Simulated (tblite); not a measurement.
## Run report: C₃H₁₃OPSi₂, geometry relaxation

System: C₃H₁₃OPSi₂.
Method: GFN2-xTB geometry optimisation, gas phase (tblite 0.8.0).

It belongs to a series of runs on one base structure; here: constitutional isomer.

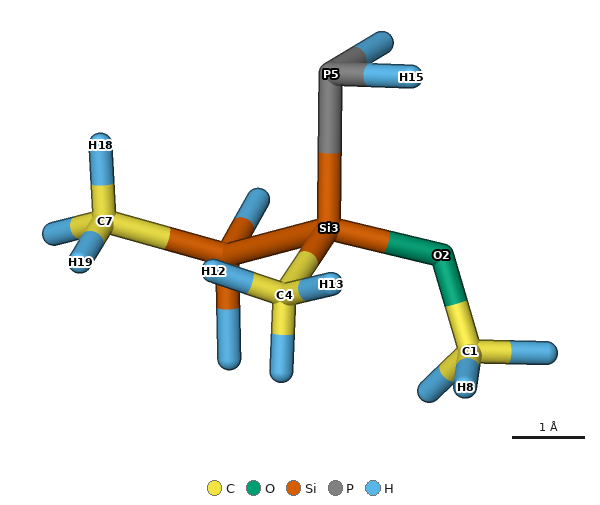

**Figure 1.** The input geometry (stick view, seen at a tilt; atoms are numbered from 1 in the order of the input).

**Input file**
```
{"job": {"kind": "relax", "xc": "GFN2-xTB", "basis": "xTB"}, "charge": 0, "multiplicity": 1}
C     -2.604400     0.905900    -0.340500
O     -1.971300    -0.342300    -0.203100
Si    -0.382000    -0.412800     0.355300
C     -0.076700     0.640900     1.839300
P     -0.047100    -2.543700     0.921100
Si     1.105900     0.205100    -1.324000
C      2.835800     0.061500    -0.681400
H     -2.713100     1.418000     0.631300
H     -2.077200     1.551100    -1.046700
H     -3.621100     0.727500    -0.731900
H     -0.215500     1.695300     1.626100
H      0.940100     0.499400     2.225700
H     -0.768500     0.377500     2.670100
H     -0.568600    -3.116700    -0.269600
H     -1.234300    -2.704900     1.668000
H      0.928600    -0.653500    -2.509600
H      0.836900     1.618300    -1.711800
H      3.068700    -0.976500    -0.389300
H      2.991300     0.698100     0.204700
H      3.567300     0.362400    -1.431800
```

The first line tells a small driver script what to run in tblite; the rest is the geometry in Å.

Machine: 1 CPU thread, shared host.

Launch command:
```bash
OMP_NUM_THREADS=1 python <driver script> task.json out
```

**Log**
```
step      E/eV     max force
  0    -628.55966    2.064
  1    -628.69676    0.556
  2    -628.71991    0.301
  3    -628.73190    0.226
  4    -628.74018    0.251
  5    -628.74837    0.191
  6    -628.75361    0.180
  7    -628.75752    0.153
  8    -628.76114    0.195
  9    -628.76506    0.175
 10    -628.76855    0.162
 11    -628.77115    0.117
 12    -628.77322    0.111
 13    -628.77511    0.101
 14    -628.77655    0.090
 15    -628.77734    0.059
 16    -628.77782    0.053
 17    -628.77838    0.059
 18    -628.77915    0.074
 19    -628.77995    0.065
 20    -628.78057    0.053
 21    -628.78107    0.053
 22    -628.78167    0.067
 23    -628.78243    0.069
 24    -628.78325    0.070
 25    -628.78398    0.063
 26    -628.78465    0.066
 27    -628.78542    0.090
 28    -628.78639    0.095
 29    -628.78737    0.073
 30    -628.78817    0.060
 31    -628.78887    0.070
 32    -628.78956    0.073
 33    -628.79016    0.062
 34    -628.79060    0.043
 35    -628.79095    0.047
 36    -628.79135    0.053
 37    -628.79183    0.050
 38    -628.79230    0.048
 39    -628.79265    0.041
 40    -628.79293    0.036
 41    -628.79320    0.037
 42    -628.79350    0.040
 43    -628.79385    0.045
 44    -628.79423    0.056
 45    -628.79462    0.055
 46    -628.79497    0.042
 47    -628.79527    0.036
 48    -628.79552    0.036
 49    -628.79575    0.044
 50    -628.79598    0.035
 51    -628.79619    0.035
 52    -628.79640    0.037
 53    -628.79664    0.043
 54    -628.79694    0.051
 55    -628.79725    0.046
 56    -628.79753    0.038
 57    -628.79775    0.036
 58    -628.79796    0.037
 59    -628.79817    0.043
 60    -628.79837    0.029
 61    -628.79852    0.030
 62    -628.79866    0.032
 63    -628.79883    0.048
 64    -628.79904    0.062
 65    -628.79928    0.050
 66    -628.79951    0.039
 67    -628.79972    0.038
 68    -628.79994    0.053
 69    -628.80025    0.057
 70    -628.80060    0.041
 71    -628.80101    0.046
 72    -628.80149    0.062
 73    -628.80206    0.076
 74    -628.80252    0.076
 75    -628.80267    0.101
 76    -628.80338    0.051
 77    -628.80372    0.032
 78    -628.80404    0.040
 79    -628.80429    0.039
 80    -628.80456    0.037
 81    -628.80481    0.027
 82    -628.80498    0.019
 83    -628.80507    0.018
 84    -628.80515    0.019
 85    -628.80525    0.019
 86    -628.80539    0.025
 87    -628.80553    0.033
 88    -628.80562    0.039
 89    -628.80572    0.025
 90    -628.80581    0.020
 91    -628.80601    0.027
 92    -628.80618    0.029
 93    -628.80638    0.027
 94    -628.80654    0.028
 95    -628.80672    0.028
 96    -628.80697    0.037
 97    -628.80730    0.045
 98    -628.80757    0.069
 99    -628.80788    0.059
100    -628.80825    0.042
101    -628.80908    0.060
102    -628.80983    0.082
103    -628.81085    0.136
104    -628.81116    0.085
105    -628.81182    0.125
106    -628.81239    0.079
107    -628.81341    0.069
108    -628.81457    0.112
109    -628.81598    0.147
110    -628.81727    0.123
111    -628.81736    0.220
112    -628.81971    0.075
113    -628.82084    0.056
114    -628.82238    0.168
115    -628.82303    0.155
116    -628.82498    0.151
117    -628.82646    0.117
118    -628.82695    0.279
119    -628.82918    0.115
120    -628.83071    0.121
121    -628.83261    0.410
122    -628.83570    0.097
123    -628.83750    0.077
124    -628.83919    0.283
125    -628.84103    0.158
126    -628.84434    0.061
127    -628.84682    0.122
128    -628.84799    0.092
129    -628.84904    0.081
130    -628.85015    0.097
131    -628.85153    0.120
132    -628.85299    0.083
133    -628.85491    0.083
134    -628.85570    0.068
135    -628.85680    0.085
136    -628.85791    0.068
137    -628.85881    0.074
138    -628.85914    0.074
139    -628.85948    0.037
140    -628.85975    0.039
141    -628.86033    0.044
142    -628.86074    0.049
143    -628.86132    0.053
144    -628.86196    0.052
145    -628.86286    0.059
146    -628.86409    0.090
147    -628.86578    0.124
148    -628.86786    0.127
149    -628.87004    0.124
150    -628.87209    0.106
151    -628.87342    0.162
152    -628.87506    0.113
153    -628.87621    0.075
154    -628.87780    0.106
155    -628.87841    0.081
156    -628.87954    0.096
157    -628.88024    0.061
158    -628.88109    0.067
159    -628.88217    0.092
160    -628.88332    0.094
161    -628.88425    0.073
162    -628.88413    0.185
163    -628.88542    0.050
164    -628.88592    0.042
165    -628.88677    0.036
166    -628.88699    0.034
167    -628.88738    0.029
168    -628.88759    0.029
169    -628.88778    0.027
170    -628.88790    0.030
171    -628.88802    0.024
172    -628.88815    0.024
173    -628.88832    0.022
174    -628.88849    0.023
175    -628.88864    0.027
176    -628.88873    0.057
177    -628.88890    0.023
178    -628.88908    0.022
179    -628.88924    0.022
180    -628.88937    0.022
181    -628.88947    0.018
182    -628.88954    0.020
183    -628.88960    0.019
184    -628.88966    0.017
185    -628.88976    0.017
186    -628.88992    0.022
187    -628.89013    0.038
188    -628.89035    0.048
189    -628.89058    0.052
190    -628.89081    0.035
191    -628.89102    0.025
192    -628.89122    0.028
193    -628.89136    0.025
194    -628.89146    0.021
195    -628.89154    0.017
196    -628.89159    0.013
197    -628.89162    0.011
198    -628.89164    0.009
```

**Trajectory as extended XYZ (Å, eV, eV/Å), 5 of the 199 frames kept, from step=0 to step=198**
```
20
Properties=species:S:1:pos:R:3:forces:R:3 step=0 energy=-628.55966
C    -2.6044    0.9059   -0.3405   -0.7010  -0.1480   0.0000
O    -1.9713   -0.3423   -0.2031    0.8060   0.5730   0.5240
Si   -0.3820   -0.4128    0.3553   -0.8330  -0.7470  -1.7340
C    -0.0767    0.6409    1.8393   -0.1190   0.3960   1.8130
P    -0.0471   -2.5437    0.9211   -0.4260  -0.6960  -0.0060
Si    1.1059    0.2051   -1.3240   -1.2270   0.1930  -0.3590
C     2.8358    0.0615   -0.6814    1.1530  -0.1670   0.5950
H    -2.7131    1.4180    0.6313    0.1870  -0.1690  -0.3280
H    -2.0772    1.5511   -1.0467    0.0800  -0.0360   0.1120
H    -3.6211    0.7275   -0.7319    0.3470  -0.0220   0.1000
H    -0.2155    1.6953    1.6261    0.0440   0.0800   0.0370
H     0.9401    0.4994    2.2257   -0.3150   0.0890  -0.1160
H    -0.7685    0.3775    2.6701    0.4200   0.2370  -0.4040
H    -0.5686   -3.1167   -0.2696    0.1000   0.3550   0.6470
H    -1.2343   -2.7049    1.6680    0.3630   0.0010  -0.4330
H     0.9286   -0.6535   -2.5096    0.0990   0.1600  -0.0380
H     0.8369    1.6183   -1.7118    0.1380  -0.2240  -0.0840
H     3.0687   -0.9765   -0.3893   -0.0890   0.4750  -0.0930
H     2.9913    0.6981    0.2047   -0.0100  -0.2990  -0.3710
H     3.5673    0.3624   -1.4318   -0.0180  -0.0520   0.1380
20
Properties=species:S:1:pos:R:3:forces:R:3 step=50 energy=-628.79598
C    -2.6449    0.8501   -0.3932    0.0120   0.0090  -0.0030
O    -1.9083   -0.2884   -0.0595   -0.0140  -0.0230   0.0210
Si   -0.3400   -0.3966    0.4071   -0.0070   0.0200   0.0040
C    -0.0393    0.6376    1.9975    0.0010  -0.0130  -0.0050
P    -0.1765   -2.5706    1.0204    0.0030  -0.0120  -0.0040
Si    1.0907    0.2406   -1.3245   -0.0180   0.0040   0.0100
C     2.8923    0.0768   -0.7493    0.0040  -0.0050  -0.0070
H    -2.7903    1.4811    0.4857   -0.0200   0.0120   0.0100
H    -2.1354    1.4337   -1.1625    0.0180   0.0010  -0.0300
H    -3.6145    0.5226   -0.7696    0.0000   0.0130   0.0090
H    -0.1091    1.7059    1.8037   -0.0040  -0.0290  -0.0110
H     0.9493    0.4418    2.4026   -0.0140   0.0050   0.0090
H    -0.7638    0.3928    2.7724    0.0130   0.0090  -0.0100
H    -0.5420   -3.0534   -0.2230    0.0200   0.0050   0.0100
H    -1.4746   -2.6657    1.4867    0.0090   0.0120  -0.0100
H     0.9219   -0.5553   -2.5527    0.0040   0.0080   0.0020
H     0.8825    1.6384   -1.7526   -0.0120  -0.0070   0.0110
H     3.1028   -0.9392   -0.4268    0.0080  -0.0010   0.0050
H     3.1076    0.7369    0.0861   -0.0120  -0.0050  -0.0040
H     3.5866    0.3216   -1.5465    0.0100  -0.0030  -0.0070
20
Properties=species:S:1:pos:R:3:forces:R:3 step=99 energy=-628.80788
C    -2.5805    0.8585   -0.4619   -0.0090   0.0200   0.0110
O    -1.9387   -0.2632    0.0676   -0.0060  -0.0020  -0.0430
Si   -0.3614   -0.3919    0.5036   -0.0170  -0.0230   0.0110
C    -0.0370    0.6421    2.0868    0.0100   0.0050  -0.0050
P    -0.2358   -2.5504    1.1777   -0.0480  -0.0200   0.0010
Si    1.0029    0.2729   -1.2715   -0.0270  -0.0240   0.0190
C     2.8300    0.0470   -0.8093   -0.0180   0.0060   0.0110
H    -2.6467    1.6510    0.2863   -0.0070   0.0100   0.0130
H    -2.0415    1.2432   -1.3318   -0.0060  -0.0210   0.0080
H    -3.5861    0.5620   -0.7608    0.0020  -0.0060   0.0030
H    -0.0378    1.7092    1.8792    0.0000   0.0100   0.0010
H     0.9258    0.3911    2.5213    0.0110   0.0090   0.0090
H    -0.7946    0.4513    2.8443    0.0010  -0.0030  -0.0120
H    -0.0488   -3.0765   -0.0894    0.0010   0.0450   0.0150
H    -1.6007   -2.7714    1.1229    0.0560   0.0070  -0.0160
H     0.7207   -0.4671   -2.5144    0.0310   0.0080  -0.0090
H     0.8041    1.6933   -1.6256    0.0030  -0.0210   0.0050
H     3.0399   -0.9714   -0.4937   -0.0130  -0.0080  -0.0390
H     3.0996    0.6999    0.0160    0.0290   0.0170  -0.0150
H     3.4815    0.2810   -1.6457    0.0070  -0.0100   0.0290
20
Properties=species:S:1:pos:R:3:forces:R:3 step=148 energy=-628.86786
C    -2.6845    0.9406   -0.3401    0.0250  -0.0050   0.0240
O    -2.0285   -0.2237    0.0586   -0.0230  -0.0150  -0.0360
Si   -0.4561   -0.3755    0.4917   -0.0090   0.0200  -0.0080
C    -0.0873    0.7222    2.0199    0.0170   0.0160   0.0070
P    -0.5388   -2.5126    1.1899   -0.0030  -0.0700  -0.0880
Si    0.9689    0.2244   -1.2625    0.0820   0.0960  -0.0160
C     2.7815   -0.1250   -0.8022    0.0310  -0.0040   0.0170
H    -2.5471    1.7281    0.4037   -0.0440   0.0300  -0.0120
H    -2.2929    1.2927   -1.2994   -0.0430  -0.0200   0.0280
H    -3.7475    0.7124   -0.4353    0.0560   0.0290  -0.0200
H    -0.1204    1.7774    1.7550    0.0310  -0.0250   0.0370
H     0.9010    0.5100    2.4187   -0.0290   0.0440   0.0310
H    -0.8088    0.5590    2.8187    0.0290  -0.0190  -0.0320
H     0.7321   -2.8247    0.7294   -0.0490   0.0190   0.0430
H    -1.1367   -2.9703    0.0253    0.0520   0.0030   0.0650
H     0.6908   -0.4775   -2.5241   -0.0190  -0.0560  -0.0580
H     0.8860    1.6553   -1.6245   -0.0310  -0.0110   0.0410
H     2.9444   -1.1886   -0.6487    0.0240   0.0050  -0.0260
H     3.0807    0.3797    0.1126   -0.0620   0.0160   0.0000
H     3.4582    0.2069   -1.5848   -0.0360  -0.0540   0.0020
20
Properties=species:S:1:pos:R:3:forces:R:3 step=198 energy=-628.89164
C    -2.6907    1.0232   -0.3464    0.0000   0.0010  -0.0030
O    -2.0726   -0.1546    0.0678   -0.0020  -0.0020  -0.0010
Si   -0.5002   -0.3625    0.4703   -0.0020   0.0000   0.0090
C    -0.0680    0.6484    2.0461    0.0020  -0.0020  -0.0020
P    -0.6234   -2.5182    1.1011   -0.0010  -0.0030   0.0030
Si    0.9047    0.2236   -1.3084    0.0070   0.0010  -0.0020
C     2.7105   -0.1667   -0.8589    0.0010  -0.0010  -0.0020
H    -2.6188    1.7919    0.4264    0.0030  -0.0020   0.0020
H    -2.2275    1.4015   -1.2614    0.0030   0.0040  -0.0010
H    -3.7413    0.8048   -0.5375   -0.0040  -0.0020  -0.0010
H    -0.0436    1.7171    1.8462   -0.0050  -0.0060  -0.0010
H     0.9035    0.3678    2.4428   -0.0010   0.0020   0.0010
H    -0.8022    0.4738    2.8300    0.0020   0.0030  -0.0040
H     0.7448   -2.6298    1.2788   -0.0040  -0.0020   0.0020
H    -0.5519   -3.0267   -0.1842    0.0010   0.0020   0.0040
H     0.5904   -0.4891   -2.5602   -0.0030   0.0040   0.0000
H     0.8247    1.6560   -1.6566    0.0010   0.0020   0.0010
H     2.8355   -1.2193   -0.6192    0.0030  -0.0020  -0.0030
H     3.0386    0.4052    0.0045   -0.0030   0.0020  -0.0040
H     3.3823    0.0643   -1.6795    0.0000   0.0010   0.0000
```

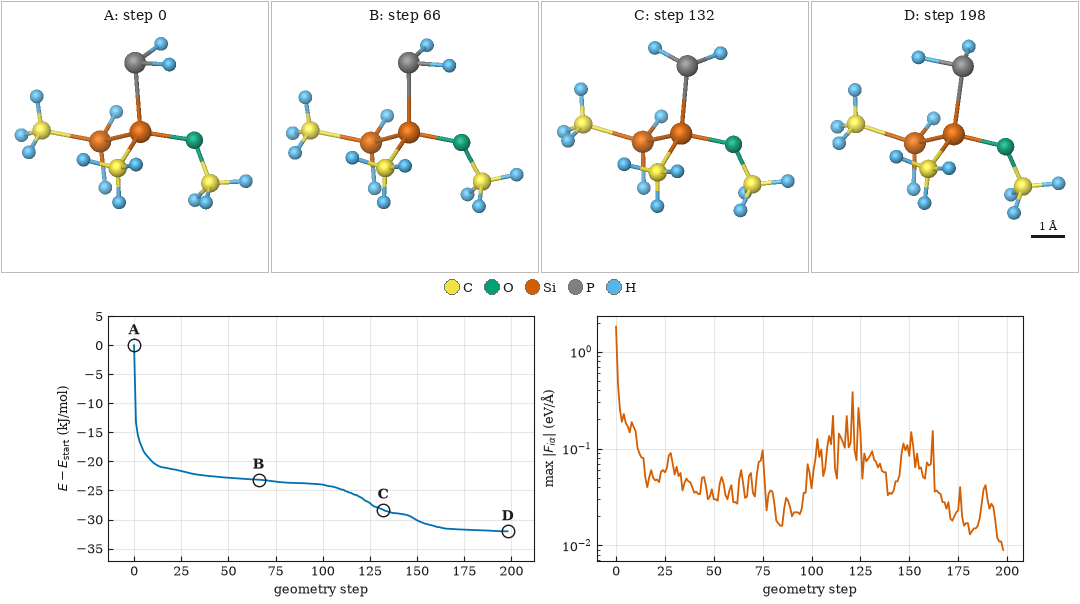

**Figure 2.** Frames of the relaxation (ball-and-stick view, seen at a tilt) above the curves, on which the letters mark them (steps are counted from 0).

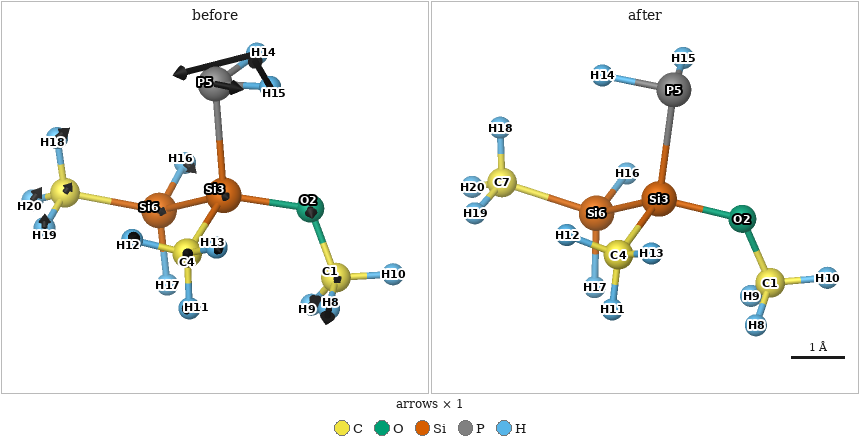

**Figure 3.** Before (left) and after (right) the relaxation, at one scale (ball-and-stick view, seen at a tilt). The black arrows give the displacements, at true length. The energy falls by 32.0 kJ/mol in 198 geometry steps. The largest force component goes from 1.8 to 0.009 eV/Å. H14 moves most after the best rigid fit: 2.09 Å. Largest moves by element: H 2.09 Å, P 0.61 Å, O 0.28 Å, C 0.24 Å, Si 0.17 Å. Among the contacts that change: Si3–C4 1.845 → 1.921 Å, Si6–C7 1.851 → 1.901 Å, O2–Si3 1.686 → 1.636 Å, P5–H14 1.421 → 1.384 Å. Among the angles that change: P5–Si3–Si6 109.9° → 119.1°, C1–O2–Si3 119.6° → 127.4°, O2–Si3–P5 105.4° → 97.9°. (Atoms are counted from 1 in the order of the input.)

**Key numbers**

| quantity | value |
| --- | --- |
| outcome | converged |
| total energy | −628.8916 eV |
| wall time | 2 s |
| peak memory | 0.18 GiB |
